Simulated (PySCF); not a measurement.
**C$_{2}$H$_{5}$Cl$_{3}$NNb: geometry relaxation**

System: C$_{2}$H$_{5}$Cl$_{3}$NNb (Nb(NEt)Cl3), SMILES CC[N]=[Nb]([Cl])([Cl])[Cl].
Method: PBE0-D3(BJ)/def2-SVP geometry optimisation, gas phase (PySCF 2.14.0).

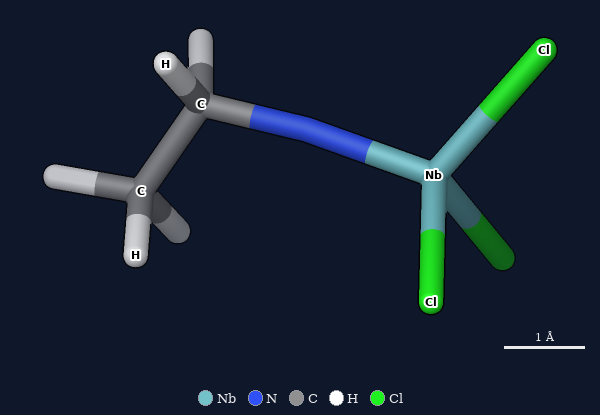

Figure 1. The structure as given in the input (stick view, seen at a tilt). Sticks mark near contacts.

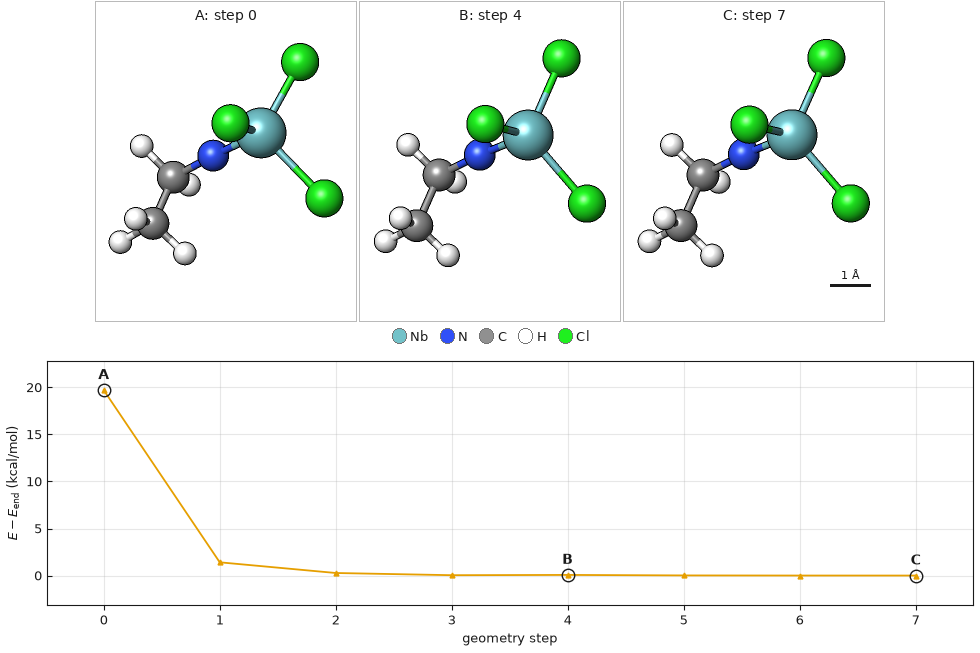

Figure 2. Frames of the relaxation (ball-and-stick view, seen at a tilt) above the curves, on which the letters mark them (steps are counted from 0).

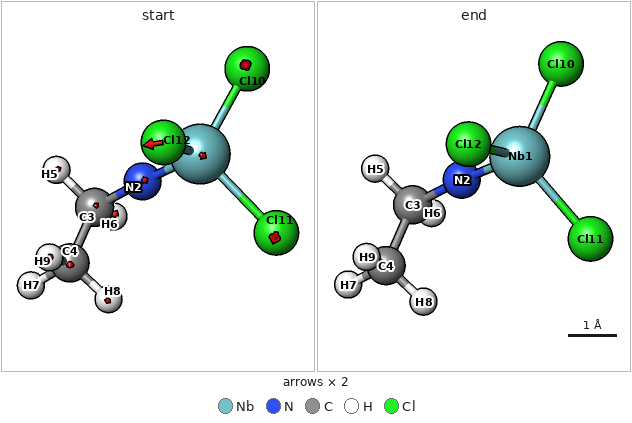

Figure 3. Before (left) and after (right) the relaxation, at one scale (ball-and-stick view, seen at a tilt). The red arrows give the displacements, magnified 2 times. Over 7 geometry steps the energy falls by 19.7 kcal/mol. The largest force component goes from 6.1 to 0.012 eV/Å. The largest move after the best rigid fit is that of Cl12, 0.23 Å. By element the largest moves are Cl 0.23 Å, Nb 0.10 Å, H 0.09 Å, C 0.09 Å, N 0.08 Å. Distances before and after: Nb1–Cl10 2.161 → 2.300 Å, C3–C4 1.386 → 1.521 Å, Nb1–Cl12 2.188 → 2.298 Å, C3–H6 1.146 → 1.105 Å. Among the angles that change: Cl11–Nb1–Cl12 104.4° → 112.3°, N2–Nb1–Cl10 114.0° → 106.4°, N2–Nb1–Cl12 112.1° → 104.7°. (Atoms are counted from 1 in the order of the input.)

The input that produced these results follows, with the program's output.

The input:
```
{"job": {"xc": "PBE0", "basis": "def2-SVP", "d3": "d3bj", "grid": 1, "maxiter": 30, "shake": 0.03, "kind": "geom"}, "charge": 0, "multiplicity": 1}
Nb     0.529060    -0.048870    -2.009370
N      0.569080    -0.005670    -0.270950
C      0.461300    -0.012080     1.113470
C     -0.848030    -0.020660     1.566640
H      1.033280    -0.914960     1.489630
H      1.007460     0.905030     1.530100
H     -0.999150    -0.045370     2.661380
H     -1.402590     0.872070     1.168880
H     -1.432530    -0.898330     1.224620
Cl     2.480610     0.026230    -2.934660
Cl    -0.665640     1.812170    -2.724910
Cl    -0.617380    -1.752350    -2.763820
```

The first line tells a small driver script what to run in PySCF; the rest is the geometry in Å.

Run as:
```bash
OMP_NUM_THREADS=1 python <driver script> task.json out
```

Log:
```
step   0  E = -1570.62159419  max force = 0.118428
step   1  E = -1570.65074413  max force = 0.019761
step   2  E = -1570.65255434  max force = 0.011740
step   3  E = -1570.65292776  max force = 0.004758
step   4  E = -1570.65288187  max force = 0.004042
step   5  E = -1570.65296608  max force = 0.000945
step   6  E = -1570.65298513  max force = 0.000422
step   7  E = -1570.65298836  max force = 0.000239
optimisation converged
```

Trajectory as extended XYZ (Å, eV, eV/Å), 8 frames, from step=0 to step=7:
```
12
Properties=species:S:1:pos:R:3:forces:R:3 step=0 energy=-42738.79049
Nb    0.5291   -0.0489   -2.0094   -2.1169   2.3067   1.3713
N     0.5691   -0.0057   -0.2710    0.2617  -0.1766  -1.5943
C     0.4613   -0.0121    1.1135    5.6593   0.1339   0.5436
C    -0.8480   -0.0207    1.5666   -6.0898   0.2292   1.3868
H     1.0333   -0.9150    1.4896   -0.2268   0.6657  -0.1143
H     1.0075    0.9050    1.5301   -0.2936  -0.9230  -0.3930
H    -0.9991   -0.0454    2.6614    0.4280   0.2464  -0.0812
H    -1.4026    0.8721    1.1689    0.2171  -0.4906   0.3744
H    -1.4325   -0.8983    1.2246    0.2166   0.0835  -0.1843
Cl    2.4806    0.0262   -2.9347    2.9189   0.0176  -0.9628
Cl   -0.6656    1.8122   -2.7249    0.1517  -0.1133   0.2086
Cl   -0.6174   -1.7524   -2.7638   -1.1262  -1.9794  -0.5548
12
Properties=species:S:1:pos:R:3:forces:R:3 step=1 energy=-42739.58370
Nb    0.5064    0.0034   -2.0713   -0.0294   0.1060   0.0844
N     0.5584    0.0086   -0.3346   -0.2301  -0.0966  -0.6838
C     0.4799   -0.0128    1.0849    0.8928   0.0606   0.1288
C    -0.9244   -0.0241    1.6164   -1.0162  -0.1310   0.1163
H     1.0593   -0.8884    1.4446   -0.1796   0.0239  -0.0346
H     1.0411    0.8634    1.4708   -0.1391  -0.0257  -0.0524
H    -0.9600   -0.0366    2.7167    0.2449   0.0575  -0.0085
H    -1.5077    0.8511    1.2841    0.2031   0.0384  -0.0265
H    -1.4975   -0.9088    1.2863    0.2330   0.0116  -0.0867
Cl    2.6637    0.0369   -2.8942   -0.1681  -0.0355   0.2082
Cl   -0.6492    1.8799   -2.7536    0.0833  -0.0693   0.1701
Cl   -0.6544   -1.8555   -2.7991    0.1055   0.0601   0.1848
12
Properties=species:S:1:pos:R:3:forces:R:3 step=2 energy=-42739.63296
Nb    0.4713    0.0139   -2.0717    0.0934  -0.1008  -0.6037
N     0.5416    0.0078   -0.3580   -0.0804  -0.0548   0.3656
C     0.4957   -0.0122    1.0651    0.2438   0.0313  -0.0156
C    -0.9225   -0.0269    1.5966   -0.2354  -0.0630   0.0731
H     1.0614   -0.8908    1.4220   -0.0380  -0.0705  -0.0275
H     1.0484    0.8650    1.4442   -0.0257   0.0803  -0.0182
H    -0.9207   -0.0335    2.6966    0.0379   0.0061  -0.0008
H    -1.4849    0.8566    1.2615    0.0526   0.0397  -0.0246
H    -1.4685   -0.9193    1.2532    0.0689   0.0072  -0.0178
Cl    2.6462    0.0262   -2.8355   -0.1093  -0.0076   0.0705
Cl   -0.6730    1.9034   -2.6920   -0.0475   0.1130   0.0780
Cl   -0.6797   -1.8729   -2.7311    0.0396   0.0191   0.1210
12
Properties=species:S:1:pos:R:3:forces:R:3 step=3 energy=-42739.64312
Nb    0.4253    0.0177   -2.0898    0.0349  -0.0584   0.1541
N     0.5368    0.0019   -0.3727    0.0507  -0.0059  -0.0603
C     0.5255   -0.0128    1.0511   -0.1637   0.0064  -0.1204
C    -0.9025   -0.0287    1.5836    0.2447   0.0362   0.0248
H     1.0820   -0.8982    1.4016    0.0384  -0.0449  -0.0142
H     1.0722    0.8720    1.4189    0.0236   0.0453  -0.0098
H    -0.8854   -0.0301    2.6829   -0.0742  -0.0214   0.0089
H    -1.4457    0.8621    1.2390   -0.0457   0.0004  -0.0029
H    -1.4284   -0.9254    1.2283   -0.0551  -0.0050   0.0179
Cl    2.5951    0.0191   -2.8483   -0.0304   0.0075  -0.0491
Cl   -0.7310    1.9365   -2.6026   -0.0207   0.0108   0.0188
Cl   -0.7284   -1.8968   -2.6409   -0.0024   0.0290   0.0323
12
Properties=species:S:1:pos:R:3:forces:R:3 step=4 energy=-42739.64187
Nb    0.4008    0.0129   -2.0878   -0.0492   0.0003  -0.0026
N     0.5491   -0.0024   -0.3785    0.1055   0.0028   0.0760
C     0.5479   -0.0120    1.0431   -0.1817  -0.0062  -0.0173
C    -0.8807   -0.0256    1.5792    0.2078   0.0403  -0.0146
H     1.1052   -0.8998    1.3902    0.0216   0.0099   0.0006
H     1.0950    0.8773    1.4029    0.0126  -0.0079  -0.0038
H    -0.8740   -0.0261    2.6786   -0.0324  -0.0137   0.0050
H    -1.4233    0.8644    1.2294   -0.0334  -0.0099   0.0070
H    -1.4086   -0.9211    1.2229   -0.0447  -0.0047   0.0150
Cl    2.5452    0.0168   -2.9101    0.0229   0.0046  -0.0345
Cl   -0.7730    1.9377   -2.5403   -0.0064  -0.0305  -0.0212
Cl   -0.7683   -1.9048   -2.5784   -0.0226   0.0152  -0.0097
12
Properties=species:S:1:pos:R:3:forces:R:3 step=5 energy=-42739.64416
Nb    0.3938    0.0057   -2.0870   -0.0409   0.0112  -0.0147
N     0.5594   -0.0029   -0.3780    0.0485   0.0022   0.0069
C     0.5549   -0.0091    1.0427   -0.0486  -0.0075   0.0350
C    -0.8677   -0.0202    1.5857    0.0120   0.0038  -0.0257
H     1.1157   -0.8955    1.3899    0.0003   0.0191   0.0072
H     1.1053    0.8801    1.3992    0.0008  -0.0142  -0.0004
H    -0.8659   -0.0222    2.6852    0.0205   0.0018  -0.0009
H    -1.4176    0.8671    1.2384    0.0036  -0.0025   0.0053
H    -1.4053   -0.9137    1.2355    0.0019   0.0022   0.0007
Cl    2.5221    0.0099   -2.9526    0.0290  -0.0005  -0.0005
Cl   -0.7890    1.9224   -2.5431   -0.0090  -0.0142  -0.0092
Cl   -0.7902   -1.9042   -2.5650   -0.0183  -0.0015  -0.0037
12
Properties=species:S:1:pos:R:3:forces:R:3 step=6 energy=-42739.64468
Nb    0.3890    0.0020   -2.0875   -0.0083   0.0011   0.0023
N     0.5628   -0.0028   -0.3785    0.0217   0.0023  -0.0181
C     0.5576   -0.0073    1.0423   -0.0135  -0.0033   0.0130
C    -0.8632   -0.0171    1.5864   -0.0183  -0.0049  -0.0080
H     1.1190   -0.8922    1.3915    0.0005   0.0039   0.0036
H     1.1090    0.8813    1.3979    0.0016  -0.0006  -0.0002
H    -0.8574   -0.0189    2.6859    0.0104   0.0026   0.0014
H    -1.4142    0.8701    1.2408    0.0062   0.0016   0.0032
H    -1.4030   -0.9104    1.2387    0.0071   0.0023  -0.0001
Cl    2.5158    0.0041   -2.9608    0.0076  -0.0013   0.0059
Cl   -0.7981    1.9144   -2.5481   -0.0075  -0.0064  -0.0020
Cl   -0.8017   -1.9059   -2.5577   -0.0074   0.0026  -0.0009
12
Properties=species:S:1:pos:R:3:forces:R:3 step=7 energy=-42739.64477
Nb    0.3860   -0.0009   -2.0880    0.0076  -0.0011  -0.0025
N     0.5651   -0.0030   -0.3797    0.0011   0.0008  -0.0022
C     0.5591   -0.0060    1.0415    0.0081   0.0007   0.0002
C    -0.8608   -0.0148    1.5866   -0.0123  -0.0022   0.0014
H     1.1208   -0.8900    1.3922   -0.0007  -0.0005  -0.0001
H     1.1111    0.8827    1.3960   -0.0007   0.0010  -0.0012
H    -0.8514   -0.0161    2.6861    0.0007   0.0008  -0.0002
H    -1.4115    0.8729    1.2421    0.0015   0.0016   0.0010
H    -1.4012   -0.9081    1.2402    0.0021   0.0001  -0.0004
Cl    2.5128   -0.0002   -2.9631   -0.0029  -0.0013   0.0037
Cl   -0.8057    1.9082   -2.5503   -0.0036  -0.0020   0.0008
Cl   -0.8090   -1.9074   -2.5526   -0.0009   0.0021  -0.0005
```

Results in brief:

- outcome: converged
- total energy: −1570.652988 hartree
- dipole moment: 2.74 D
- point group: Cs
- hardware: 1 CPU thread, shared host
- wall time: 2 min
- peak memory: 0.62 GiB

Remarks:

The run takes a singlet; with an open-shell metal another spin state may lie lower.
